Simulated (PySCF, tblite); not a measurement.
# C₆H₁₁N: dynamics, then NMR shifts on frames, part 1 of 2

Aim: move C₆H₁₁N (`C=CCN(C)C=C`) away from its starting geometry and see how NMR shifts follow the geometry.

Programs: tblite 0.8.0 and PySCF 2.14.0, with density-fitted response routines of our own. Each step states its level of theory. These are calculated values for one molecule in the gas phase, unless marked as measured. Atoms count from 0, in the outputs and in this text.

## (1) Starting geometry

18 atoms, charge 0, multiplicity 1; geometry from: GFN2-xTB.

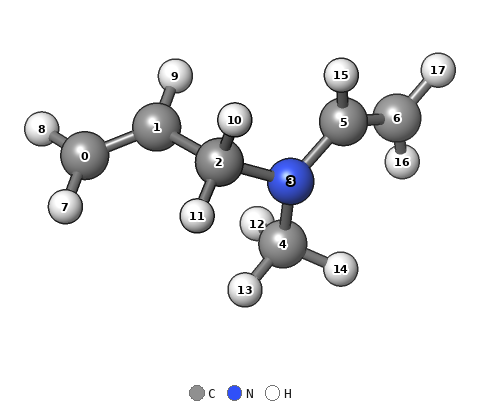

As it starts; carbon grey, nitrogen blue, hydrogen white, atoms numbered; sticks join atoms by distance.

## (2) Dynamics with GFN2-xTB

What the job is given:

```
{"job": {"kind": "md", "xc": "GFN2-xTB", "basis": "xTB", "temperature": 600, "steps": 2000, "every": 50, "frames": 5}, "charge": 0, "multiplicity": 1}
C      2.398648    -0.824754    -1.226624
C      1.384207    -0.948827    -0.392582
C      1.042262     0.041131     0.686340
N     -0.313264     0.538950     0.574884
C     -0.578796     1.346501    -0.589951
C     -1.329098    -0.236751     1.085237
C     -2.611333    -0.228658     0.731551
H      3.080283     0.008701    -1.168918
H      2.603641    -1.553967    -1.991992
H      0.703991    -1.787759    -0.468018
H      1.147298    -0.439268     1.665343
H      1.731127     0.891514     0.646920
H     -0.764600     0.745051    -1.488593
H      0.278367     1.992185    -0.775971
H     -1.450865     1.971135    -0.400055
H     -1.006238    -0.869209     1.903085
H     -3.001621     0.367055    -0.072674
H     -3.322770    -0.826709     1.270361
```

Method: GFN2-xTB Langevin dynamics, gas phase.

On the command line:

```bash
OMP_NUM_THREADS=1 python probes_run.py task.json out
```

The driver reads the jobs from task.json and runs them one after another.

Log:

```text
t/fs     T/K      E/eV
    0.0   508.9   -579.99333
   25.0   222.4   -579.18132
   50.0   400.1   -579.30195
   75.0   376.5   -579.13011
  100.0   402.0   -578.98264
  125.0   449.8   -579.10577
  150.0   484.9   -578.94517
  175.0   466.6   -579.07032
  200.0   556.6   -579.15416
  225.0   412.6   -578.78901
  250.0   652.1   -578.75684
  275.0   714.9   -578.66568
  300.0   564.5   -578.44927
  325.0   688.0   -578.95415
  350.0   557.5   -579.12996
  375.0   432.9   -579.07297
  400.0   299.0   -578.79478
  425.0   451.4   -579.07900
  450.0   345.6   -578.94324
  475.0   367.3   -578.76987
  500.0   481.1   -578.82521
  525.0   469.6   -578.60844
  550.0   586.8   -578.78860
  575.0   672.3   -578.62261
  600.0   782.9   -578.62666
  625.0   853.5   -578.50364
  650.0   605.6   -578.14405
  675.0   751.0   -577.82735
  700.0   768.1   -578.39497
  725.0   679.9   -578.24506
  750.0   636.7   -578.69724
  775.0   673.4   -578.79384
  800.0   678.1   -579.22878
  825.0   469.0   -578.68339
  850.0   650.4   -578.56835
  875.0   688.2   -578.38666
  900.0   479.6   -578.26403
  925.0   621.1   -578.94877
  950.0   580.0   -578.45815
  975.0   668.6   -578.64176
 1000.0   590.7   -578.49164
```

Run time: 11 s. Hardware: 1 thread of Arm Neoverse V1, shared host; peak memory 0.18 GiB.

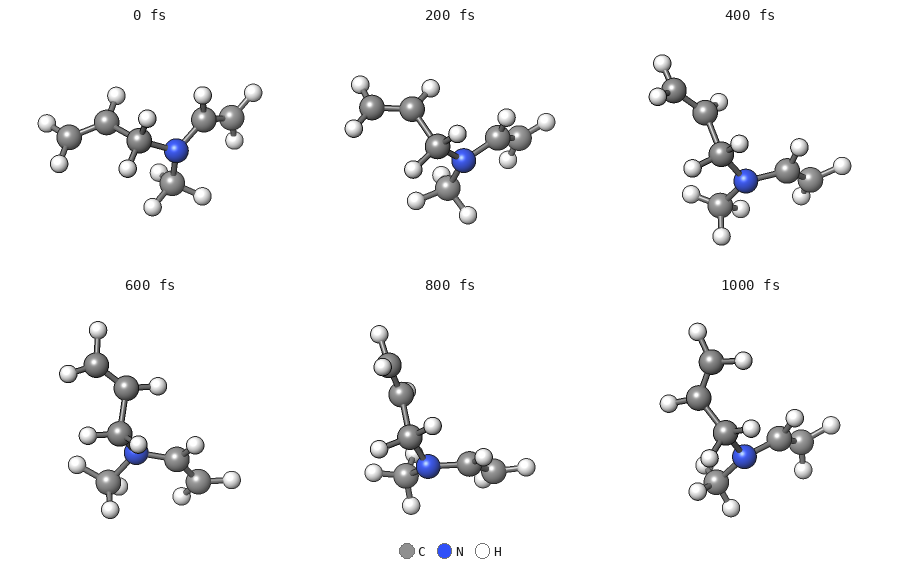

Frames of the run.

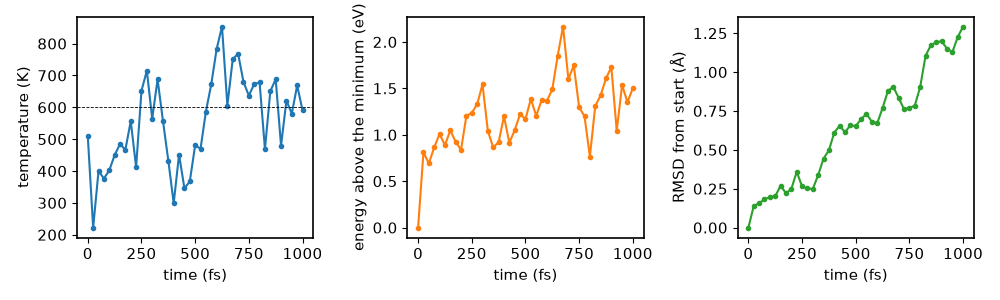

Temperature, potential energy and distance from the start.

Positions (Å) and forces (eV/Å) at 1000 fs:

```xyz
18

C     1.682   -2.999    1.142   -2.168   -2.673    4.212
C     2.052   -2.036    0.407    0.816    1.632   -2.327
C     1.593   -0.690    0.711    0.644    4.545    0.441
N     0.582    0.013   -0.144   -0.175   -1.035    0.671
C     1.036    0.436   -1.473    0.738   -0.465    3.115
C    -0.706   -0.335    0.164    0.716   -0.523    2.159
C    -1.868   -0.231   -0.436   -2.274    0.767    0.716
H     1.065   -2.692    2.061    0.721   -0.781   -1.226
H     1.875   -4.068    1.113    0.192    0.451   -0.355
H     2.662   -2.183   -0.466    0.095    0.107   -0.319
H     1.260   -0.483    1.751   -0.298   -1.038   -0.367
H     2.465    0.071    0.733   -0.418   -1.071   -0.530
H     2.038    0.714   -1.146    0.472   -0.180   -1.388
H     0.551    1.296   -1.785   -1.204    1.679   -0.443
H     0.864   -0.326   -2.167    0.446   -1.174   -1.233
H    -0.821   -0.714    1.210    0.693   -0.367   -0.921
H    -2.088    0.560   -1.094   -0.013    0.016   -1.562
H    -2.779   -0.508    0.158    1.016    0.110   -0.643
```

## (3) NMR shieldings: 250 fs, PBE0/pcSseg-1

What the job is given:

```
{"job": {"kind": "nmr", "xc": "PBE0", "basis": "pcSseg-1", "pop": false}, "charge": 0, "multiplicity": 1}
C      2.249800    -2.324600    -0.079600
C      1.144600    -1.670500     0.401600
C      0.829200    -0.234400     0.835300
N     -0.324800     0.392100     0.251200
C     -0.112200     0.802300    -1.181700
C     -1.552800     0.030900     0.722400
C     -2.734100    -0.026800     0.197500
H      3.084700    -1.722000    -0.231100
H      2.195100    -3.395400    -0.422800
H      0.170700    -2.241900     0.583600
H      0.638500    -0.221000     1.928100
H      1.669300     0.282900     0.528100
H     -0.618300     0.204200    -1.968100
H      0.884100     0.704500    -1.412600
H     -0.414900     1.836700    -1.245400
H     -1.413600    -0.088300     1.901500
H     -2.980900     0.273100    -0.755800
H     -3.663900    -0.179100     0.866100
```

Level: GIAO PBE0/pcSseg-1 NMR shielding, non-relativistic, gas phase.

Log:

```text
coarse grid: 14400 points
cycle   1  E = -289.4240307427  dE =  7.302e-01  |g| = 4.230e-01  |ddm| = 3.674e+00
cycle   2  E = -289.4088616216  dE =  1.517e-02  |g| = 4.955e-01  |ddm| = 7.959e-01
cycle   3  E = -289.4700810821  dE = -6.122e-02  |g| = 1.129e-01  |ddm| = 4.706e-01
cycle   4  E = -289.4730520742  dE = -2.971e-03  |g| = 3.489e-02  |ddm| = 1.379e-01
cycle   5  E = -289.4733319329  dE = -2.799e-04  |g| = 8.955e-03  |ddm| = 3.372e-02
cycle   6  E = -289.4733477954  dE = -1.586e-05  |g| = 3.726e-03  |ddm| = 9.754e-03
cycle   7  E = -289.4733512534  dE = -3.458e-06  |g| = 8.647e-04  |ddm| = 3.121e-03
final grid: 137336 points
cycle   8  E = -289.5148855961  dE = -3.829e-05  |g| = 7.395e-03  |ddm| = 3.284e-02
cycle   9  E = -289.5148829614  dE =  2.635e-06  |g| = 8.159e-03  |ddm| = 1.427e-02
cycle  10  E = -289.5148995037  dE = -1.654e-05  |g| = 1.453e-03  |ddm| = 7.980e-03
cycle  11  E = -289.5148999696  dE = -4.658e-07  |g| = 2.317e-04  |ddm| = 1.311e-03
cycle  12  E = -289.5148999807  dE = -1.117e-08  |g| = 8.592e-05  |ddm| = 2.854e-04
cycle  13  E = -289.5148999822  dE = -1.493e-09  |g| = 4.046e-05  |ddm| = 1.037e-04
cycle  14  E = -289.5148999826  dE = -4.073e-10  |g| = 8.997e-06  |ddm| = 3.705e-05
converged SCF energy = -289.5148999826

GIAO shielding tensors (ppm)
atom      isotropic    diamagn.    paramagn.     s11        s22        s33       span
  0 C       60.800     256.906    -196.106    -62.261     81.474    163.187    225.448
  1 C       22.385     261.824    -239.438    -93.779      9.865    151.070    244.848
  2 C      121.884     245.218    -123.333     99.540    107.296    158.817     59.276
  3 N      177.612     329.166    -151.554    134.854    184.216    213.767     78.913
  4 C      151.064     247.661     -96.596    127.237    133.809    192.148     64.911
  5 C       41.025     253.319    -212.295    -54.052     66.022    111.104    165.155
  6 C      104.738     254.032    -149.295     29.120    116.593    168.500    139.380
  7 H       26.426      32.992      -6.566     21.481     26.666     31.131      9.649
  8 H       24.743      27.755      -3.012     21.743     24.007     28.478      6.735
  9 H       24.748      31.949      -7.200     21.591     23.280     29.375      7.784
 10 H       27.733      30.967      -3.234     23.589     27.211     32.399      8.810
 11 H       29.339      34.500      -5.161     25.229     29.428     33.361      8.132
 12 H       28.810      31.458      -2.648     25.539     26.394     34.496      8.957
 13 H       30.815      34.589      -3.774     26.228     30.480     35.736      9.508
 14 H       29.108      31.035      -1.927     24.465     26.382     36.476     12.011
 15 H       24.319      29.219      -4.900     20.477     24.989     27.491      7.015
 16 H       28.814      33.660      -4.847     26.495     26.808     33.138      6.643
 17 H       26.574      26.421       0.153     23.824     24.993     30.905      7.082
```

Wall time 22 s (1 thread of Arm Neoverse V1, shared host); peak memory 0.79 GiB.

The references, computed at this level on geometries of the same kind, shield at (ppm): 1H TMS 31.72, 13C TMS 186.9, 15N NH3 267.7. Their shielding less the atom's gives the shift. The references are single molecules in the gas phase, so shifts against H2O, NH3, PH3, H3PO4 or CFCl3 are not on the usual liquid scales and can be off by tens of ppm. Each atom is listed at this fixed geometry, with no averaging over motion; a spectrum would average atoms that exchange fast.

| atoms | environment | σ (ppm) | δ (ppm) |
| --- | --- | --- | --- |
| C1 | alkene CH | 22.4 | 164.5 |
| C5 | alkene carbon bearing nitrogen | 41.0 | 145.9 |
| C0 | terminal =CH2 carbon | 60.8 | 126.1 |
| C6 | β carbon of an enol-ether or enamine type C=C | 104.7 | 82.2 |
| C2 | allylic sp3 CH2 bonded to N | 121.9 | 65.0 |
| C4 | methyl carbon bonded to N | 151.1 | 35.9 |
| H15 | hydrogen on an alkene carbon bearing nitrogen | 24.32 | 7.40 |
| H8 | hydrogen on a terminal =CH2 carbon | 24.74 | 6.97 |
| H9 | hydrogen on an alkene CH | 24.75 | 6.97 |
| H7 | hydrogen on a terminal =CH2 carbon | 26.43 | 5.29 |
| H17 | hydrogen on a β carbon of an enol-ether or enamine type C=C | 26.57 | 5.14 |
| H10 | hydrogen on an allylic sp3 CH2 bonded to N | 27.73 | 3.98 |
| H12 | hydrogen on a methyl carbon bonded to N | 28.81 | 2.91 |
| H16 | hydrogen on a β carbon of an enol-ether or enamine type C=C | 28.81 | 2.90 |
| H14 | hydrogen on a methyl carbon bonded to N | 29.11 | 2.61 |
| H11 | hydrogen on an allylic sp3 CH2 bonded to N | 29.34 | 2.38 |
| H13 | hydrogen on a methyl carbon bonded to N | 30.81 | 0.90 |
| N3 | enamine nitrogen | 177.6 | 90.1 |

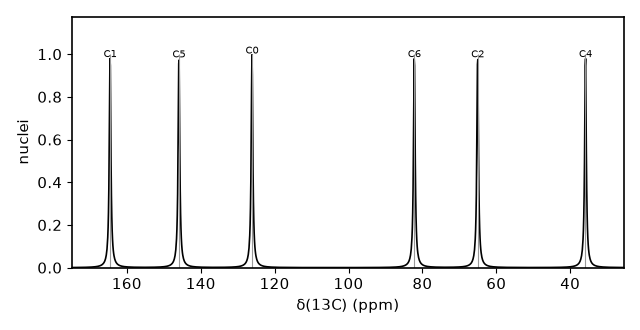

13C lines at the computed shifts, without couplings. Lines are broadened to a width of 0.51 ppm (Lorentzian).

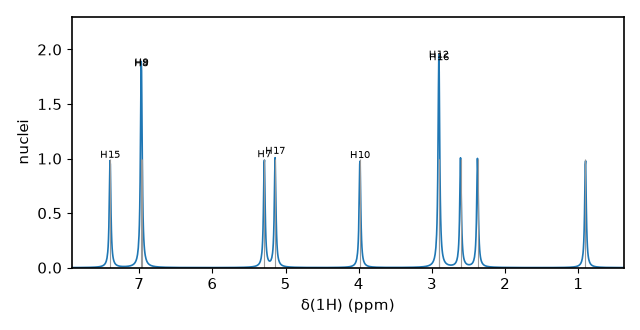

1H lines at the computed shifts, without couplings. Lines are broadened to a width of 0.03 ppm (Lorentzian).

## (4) NMR shieldings: 425 fs, PBE0/pcSseg-1

What the job is given:

```
{"job": {"kind": "nmr", "xc": "PBE0", "basis": "pcSseg-1", "pop": false}, "charge": 0, "multiplicity": 1}
C      2.327700    -3.090500     0.762000
C      1.303500    -2.243000     0.525600
C      1.412500    -0.731800     0.847300
N      0.455000     0.080300     0.136400
C      0.825600     0.660600    -1.117200
C     -0.815500     0.098500     0.667700
C     -1.951700     0.433800     0.021300
H      3.254600    -2.701400     1.174700
H      2.412500    -4.210200     0.728900
H      0.341900    -2.624100    -0.034700
H      1.413800    -0.774600     1.946800
H      2.434900    -0.528500     0.501900
H      1.553500     0.096700    -1.684100
H      1.171900     1.700500    -0.922500
H     -0.095600     0.762400    -1.618000
H     -0.833600    -0.151000     1.707700
H     -2.079700     0.901700    -0.967300
H     -2.779700     0.567600     0.663100
```

Method: GIAO PBE0/pcSseg-1 NMR shielding, non-relativistic, gas phase.

Log:

```text
coarse grid: 14400 points
cycle   1  E = -289.4331934728  dE =  7.159e-01  |g| = 4.299e-01  |ddm| = 3.655e+00
cycle   2  E = -289.4069314730  dE =  2.626e-02  |g| = 5.410e-01  |ddm| = 8.550e-01
cycle   3  E = -289.4810290766  dE = -7.410e-02  |g| = 1.292e-01  |ddm| = 5.292e-01
cycle   4  E = -289.4852046850  dE = -4.176e-03  |g| = 2.959e-02  |ddm| = 1.488e-01
cycle   5  E = -289.4854077733  dE = -2.031e-04  |g| = 8.184e-03  |ddm| = 2.950e-02
cycle   6  E = -289.4854217187  dE = -1.395e-05  |g| = 2.682e-03  |ddm| = 7.920e-03
cycle   7  E = -289.4854233324  dE = -1.614e-06  |g| = 7.716e-04  |ddm| = 2.243e-03
final grid: 137336 points
cycle   8  E = -289.5267752334  dE = -3.718e-05  |g| = 7.869e-03  |ddm| = 3.053e-02
cycle   9  E = -289.5267728555  dE =  2.378e-06  |g| = 8.511e-03  |ddm| = 1.513e-02
cycle  10  E = -289.5267912419  dE = -1.839e-05  |g| = 1.569e-03  |ddm| = 8.583e-03
cycle  11  E = -289.5267918103  dE = -5.685e-07  |g| = 2.175e-04  |ddm| = 1.445e-03
cycle  12  E = -289.5267918194  dE = -9.087e-09  |g| = 9.892e-05  |ddm| = 2.149e-04
cycle  13  E = -289.5267918215  dE = -2.131e-09  |g| = 2.929e-05  |ddm| = 9.647e-05
cycle  14  E = -289.5267918217  dE = -2.052e-10  |g| = 9.848e-06  |ddm| = 3.080e-05
converged SCF energy = -289.5267918217

GIAO shielding tensors (ppm)
atom      isotropic    diamagn.    paramagn.     s11        s22        s33       span
  0 C       63.890     249.894    -186.004    -48.461     75.364    164.766    213.227
  1 C       25.668     256.738    -231.070    -89.010     36.902    129.113    218.123
  2 C      125.395     240.148    -114.753    104.540    110.269    161.377     56.837
  3 N      184.161     330.282    -146.121    119.364    192.875    240.244    120.880
  4 C      155.076     247.941     -92.866    130.160    148.190    186.877     56.716
  5 C       36.343     254.240    -217.897    -75.519     66.939    117.611    193.130
  6 C      103.042     254.058    -151.016     14.700    116.816    177.609    162.909
  7 H       26.342      29.803      -3.462     23.266     25.466     30.293      7.027
  8 H       25.285      26.266      -0.981     22.979     24.625     28.252      5.273
  9 H       23.999      28.868      -4.869     21.951     22.880     27.165      5.214
 10 H       27.226      30.110      -2.883     22.549     27.971     31.159      8.610
 11 H       27.855      31.423      -3.569     23.747     27.636     32.180      8.433
 12 H       29.272      31.171      -1.900     24.794     28.152     34.869     10.075
 13 H       28.399      29.888      -1.489     22.895     26.294     36.007     13.111
 14 H       28.957      33.606      -4.649     23.635     29.260     33.978     10.343
 15 H       25.667      33.105      -7.439     22.900     24.603     29.498      6.597
 16 H       27.090      31.578      -4.488     24.400     24.915     31.955      7.555
 17 H       28.349      30.404      -2.056     26.266     26.336     32.445      6.179
```

Run time: 21 s. Hardware: 1 thread of Arm Neoverse V1, shared host; peak memory 0.81 GiB.

In short: δ C1 161.3, C5 150.6, C0 123.0, C6 83.9, H9 7.72, H8 6.43 ppm.

(Continued in part 2 of 2.)
